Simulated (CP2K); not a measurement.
# C2H5AlSSi (SMILES C#[C][AlH][S][SiH3]), run twice

Aim: energy and gradient of C2H5AlSSi at GFN2-xTB.

The calculation is run with CP2K 2026.2.

3 further runs of the same task are left out: 3 set aside as unsound or not needed.

## Step 1: The structure to begin with

C2H5AlSSi: 10 atoms, total charge 0, spin state singlet. As SMILES, `C#[C][AlH][S][SiH3]`. Geometry: a GFN2-xTB relaxation, a rough one for these elements and not checked as a minimum. This is one conformer, not always the lowest.

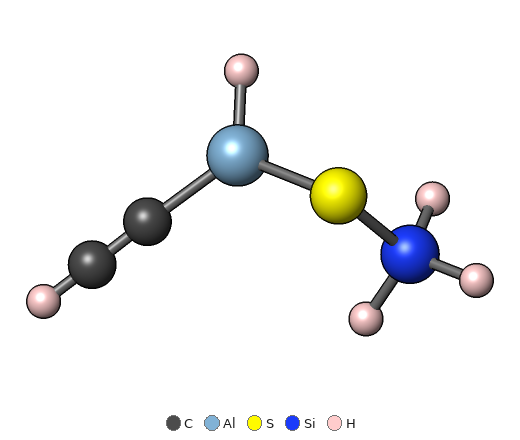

Viewed from a chosen angle; carbon dark grey, aluminium light blue, sulfur yellow, silicon blue, hydrogen pink.

## Step 2: First attempt

molecule.inp reads:

```
&GLOBAL
  PROJECT molecule
  RUN_TYPE ENERGY_FORCE
  PRINT_LEVEL MEDIUM
&END GLOBAL

&FORCE_EVAL
  METHOD QS
  &DFT
    CHARGE 0
    MULTIPLICITY 1
    ! Quickstep
    &QS
      METHOD XTB
      EPS_DEFAULT 1.0E-10
      &XTB
        GFN_TYPE TBLITE
        &TBLITE
          METHOD GFN2
        &END TBLITE
        CHECK_ATOMIC_CHARGES F
      &END XTB
    &END QS
    ! no periodic images
    &POISSON
      PERIODIC NONE
      POISSON_SOLVER ANALYTIC
    &END POISSON
    ! self-consistent field
    &SCF
      GUESS ATOMIC
      EPS_SCF 1.0E-06
      MAX_SCF 150
      ADDED_MOS 4
      &DIAGONALIZATION
        ALGORITHM STANDARD
      &END DIAGONALIZATION
      &MIXING
        METHOD DIRECT_P_MIXING
        ALPHA 0.4
      &END MIXING
      &SMEAR ON
        METHOD FERMI_DIRAC
        ELECTRONIC_TEMPERATURE [K] 300
      &END SMEAR
    &END SCF
    &PRINT
      &MOMENTS
        PERIODIC F
        REFERENCE COM
        MAX_MOMENT 1
      &END MOMENTS
      &MO ON
        ENERGIES T
        OCCUPATION_NUMBERS T
        NDIGITS 6
        &EACH
          QS_SCF 0
        &END EACH
        ADD_LAST NUMERIC
      &END MO
      &HIRSHFELD OFF
      &END HIRSHFELD
    &END PRINT
  &END DFT
  &SUBSYS
    &CELL
      ABC [angstrom] 14.5 19.3 16.6
      PERIODIC NONE
    &END CELL
    &COORD
      C      0.146870    -3.248930     0.228330
      C      0.072140    -2.131470     0.692160
      Al    -0.003240    -0.323300     1.395020
      S      1.198980     1.308280     0.563510
      Si    -0.006430     2.028550    -1.077040
      H      0.202760    -4.227320    -0.163930
      H     -0.911180     0.038080     2.579700
      H     -0.216970     0.949040    -2.036950
      H     -1.292530     2.500460    -0.570780
      H      0.809610     3.106600    -1.610020
    &END COORD
    &TOPOLOGY
      &CENTER_COORDINATES
      &END CENTER_COORDINATES
    &END TOPOLOGY
  &END SUBSYS
  &PRINT
    &FORCES ON
    &END FORCES
  &END PRINT
&END FORCE_EVAL
```

On the command line:

```
OMP_NUM_THREADS=1 cp2k.psmp molecule.inp > molecule.out
```

The log of the run:

```text
Possible matches for unknown keyword

 GUESS

   subsection GCE in section %__ROOT__%FORCE_EVAL%DFT%SCF score:  107
   subsection GCE in section %__ROOT__%FORCE_EVAL%DFT%XAS%SCF score:  107
   keyword SCF_GUESS in section %__ROOT__%FORCE_EVAL%DFT%SCF score:  106
   enum EHT in section %__ROOT__%FORCE_EVAL%DFT%SCF for keyword SCF_GUESS score:  106
   subsection SMEAR in section %__ROOT__%FORCE_EVAL%DFT%SCF score:  106

 *******************************************************************************
 *   ___                                                                       *
 *  /   \                                                                      *
 * [ABORT]                                                                     *
 *  \___/              found an unknown keyword GUESS in section SCF           *
 *    |                                                                        *
 *  O/|                                                                        *
 * /| |                                                                        *
 * / \                                               input/input_parsing.F:253 *
 *******************************************************************************

 ===== Routine Calling Stack =====

            5 section_vals_parse
            4 section_vals_parse
            3 section_vals_parse
            2 section_vals_parse
            1 read_input

Program received signal SIGABRT: Process abort signal.

Backtrace for this error:
#0  0x517086c8f957 in ???
#1  0x5170a7544cac in __pthread_kill_implementation
#2  0x5170a74ebfb7 in raise
#3  0x5170a74d5d37 in abort
#4  0x517087362d83 in ???
#5  0x517087364297 in ???
#6  0x5170874d42b7 in ???
#7  0x5170874d38f7 in ???
#8  0x5170874d38f7 in ???
#9  0x5170874d38f7 in ???
#10  0x517086da9807 in ???
#11  0x517087614e8b in ???
#12  0x517087619d0b in ???
#13  0x517086d30db3 in ???
#14  0x517086d2ef13 in ???
#15  0x5170a74d6573 in __libc_start_call_main
#16  0x5170a74d6657 in __libc_start_main_impl
#17  0x517086d2f06f in ???
#18  0xffffffffffffffff in ???
```

It took 0.46 s on 1 thread of Arm Neoverse N1, shared host; peak memory 0.13 GiB.

## Step 3: Reading the log

The program refused the input.

The log says `\___/              found an unknown keyword GUESS in section SCF`. The fault: the input text is malformed or holds a word that the program doesn't know.

## Step 4: Try two

run.inp reads:

```
&GLOBAL
 PROJECT_NAME run
 RUN_TYPE ENERGY_FORCE
 PRINT_LEVEL MEDIUM
&END GLOBAL
&FORCE_EVAL
 METHOD QUICKSTEP
 &DFT
  &QS
   METHOD XTB
   EPS_DEFAULT 1.0E-10
   &XTB
    GFN_TYPE TBLITE
    &TBLITE
     METHOD GFN2
    &END TBLITE
    CHECK_ATOMIC_CHARGES F
   &END XTB
  &END QS
  &POISSON
   PERIODIC NONE
   POISSON_SOLVER ANALYTIC
  &END POISSON
  &SCF
   SCF_GUESS ATOMIC
   EPS_SCF 1.0E-06
   MAX_SCF 150
   ADDED_MOS 4
   &DIAGONALIZATION
    ALGORITHM STANDARD
   &END DIAGONALIZATION
   &MIXING
    METHOD DIRECT_P_MIXING
    ALPHA 0.4
   &END MIXING
   &SMEAR ON
    METHOD FERMI_DIRAC
    ELECTRONIC_TEMPERATURE [K] 300
   &END SMEAR
  &END SCF
  &PRINT
   &MOMENTS
    PERIODIC F
    REFERENCE COM
    MAX_MOMENT 1
   &END MOMENTS
   &MO ON
    ENERGIES T
    OCCUPATION_NUMBERS T
    NDIGITS 6
    &EACH
     QS_SCF 0
    &END EACH
    ADD_LAST NUMERIC
   &END MO
   &HIRSHFELD OFF
   &END HIRSHFELD
  &END PRINT
 &END DFT
 &SUBSYS
  &CELL
   ABC 14.5 19.3 16.6
   PERIODIC NONE
  &END CELL
  &COORD
   C      0.146870    -3.248930     0.228330
   C      0.072140    -2.131470     0.692160
   Al    -0.003240    -0.323300     1.395020
   S      1.198980     1.308280     0.563510
   Si    -0.006430     2.028550    -1.077040
   H      0.202760    -4.227320    -0.163930
   H     -0.911180     0.038080     2.579700
   H     -0.216970     0.949040    -2.036950
   H     -1.292530     2.500460    -0.570780
   H      0.809610     3.106600    -1.610020
  &END COORD
  &TOPOLOGY
   &CENTER_COORDINATES
   &END CENTER_COORDINATES
  &END TOPOLOGY
 &END SUBSYS
 &PRINT
  &FORCES ON
  &END FORCES
 &END PRINT
&END FORCE_EVAL
```

On the command line:

```
OMP_NUM_THREADS=1 cp2k.psmp run.inp > run.out
```

The log of the run:

```text
CP2K| version string:                                       CP2K version 2026.2
[...]
 GLOBAL| Method name                                                        CP2K
[...]
 GLOBAL| Run type                                                   ENERGY_FORCE
[...]
                             - Atoms:                                         10
[...]
                             - Spherical basis functions:                     40
[...]
 Number of electrons:                                                         26
[...]
  *** SCF run converged in    25 steps ***
[...]
  Fermi energy:                                                -0.27001947201699
[...]
 TB_DIPOLE| Moment [Debye]         -1.36236514       0.22015093      -1.88777561
 TB_DIPOLE| Derivative [a.u.]       0.00000000       0.00000000       0.00000000
[...]
 ENERGY| Total FORCE_EVAL ( QS ) energy [hartree]            -12.854086092659914
 FORCES| Atomic forces [hartree/bohr]
 FORCES|   Atom     x               y               z               |f|
 FORCES|      1  5.16001095E-05 -3.48496174E-05  1.70045125E-05   6.45462669E-05
 FORCES|      2 -7.82657094E-05 -2.58379707E-05  2.57523878E-05   8.63499130E-05
 FORCES|      3  8.15000334E-05  1.45366569E-04 -5.69143912E-05   1.76104920E-04
 FORCES|      4 -2.02987747E-04  3.36336686E-05 -2.45962184E-04   3.20675295E-04
 FORCES|      5  2.86345305E-05 -9.92064667E-05  2.27363409E-04   2.49711792E-04
 FORCES|      6 -8.24819119E-07  3.36312529E-05 -3.03940983E-05   4.53380933E-05
 FORCES|      7  2.77798939E-06 -5.39224910E-05  7.31540324E-05   9.09223004E-05
 FORCES|      8  5.85166415E-05 -4.35571789E-06 -1.43498279E-05   6.04076748E-05
 FORCES|      9 -1.29163664E-05  3.76466510E-05 -3.03053658E-05   5.00251741E-05
 FORCES|     10  7.19653375E-05 -3.21058781E-05  3.46515259E-05   8.60844089E-05
 FORCES| Sum    -3.42878937E-18 -3.25280981E-16 -7.80964377E-17
 FORCES| Total atomic force                                       3.34542264E-16
[...]
```

Wall time 0.46 s (1 thread of Arm Neoverse N1, shared host); peak memory 0.14 GiB.

## Step 5: Outcome

At GFN2-xTB:

| quantity | value |
| --- | --- |
| total energy | -12.85409 Eh |
| dipole moment (from atomic charges alone) | 2.34 D |
| HOMO energy | -10.51 eV |
| LUMO energy | -6.45 eV |
| HOMO–LUMO gap | 4.06 eV |
| largest force on an atom | 0.016 eV/Å |

**Reading.** The dipole comes from point charges on the atoms alone, without atomic dipoles, so it is partial.
